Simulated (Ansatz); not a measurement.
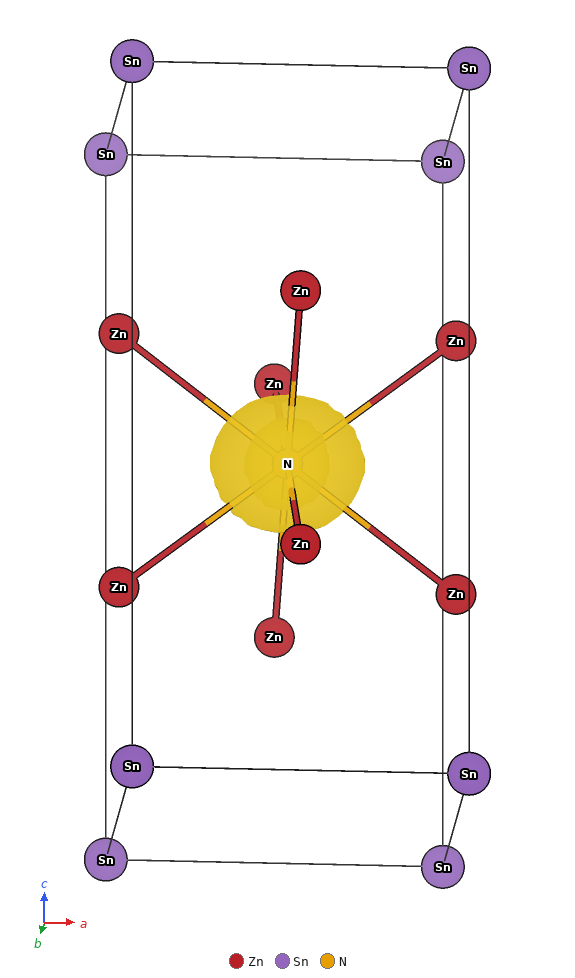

Zn4SnN. Isosurface of the electron localisation function at 0.75 (yellow), seen at an oblique angle. Only the valence region is drawn (cores and ρ < 0.01 e/Å³ removed). Sticks mark near contacts.

Space group P4/mmm; a structure generated by program, which may or may not match a known phase; computed without spin polarisation.

Method: DFT PBE, scalar-relativistic, plane waves, PAW (Ansatz).

In a PAW calculation such maps are meaningful between the atoms, not at the nuclei.

```yaml
crystal:
  lattice:
    - [3.63646, 0.00000, 0.00000]
    - [0.00000, 3.63646, 0.00000]
    - [0.00000, 0.00000, 7.89407]
  atoms:
    - { symbol: Zn, position: [0.50000, 0.00000, 0.67976] }
    - { symbol: Zn, position: [0.00000, 0.50000, 0.32024] }
    - { symbol: Zn, position: [0.50000, 0.00000, 0.32024] }
    - { symbol: Zn, position: [0.00000, 0.50000, 0.67976] }
    - { symbol: Sn, position: [0.00000, 0.00000, 0.00000] }
    - { symbol: N, position: [0.50000, 0.50000, 0.50000] }
```

What do the ELF domains correspond to?

The surface consists of one region wrapped around N (its valence shell), counted in one cell of 6 atoms. Any copies at cell faces, edges or corners count once.

Values along the shortest contacts:
Zn–N (2.31 Å): the ELF peaks at about 0.80 in the valence shell of N, 0.6 Å from its nucleus, and is about 0.20 at the midpoint; no localised pair shows between them. Zn–Sn (3.11 Å): the ELF is about 0.30 at the midpoint (no shared electron pair shows on this line).
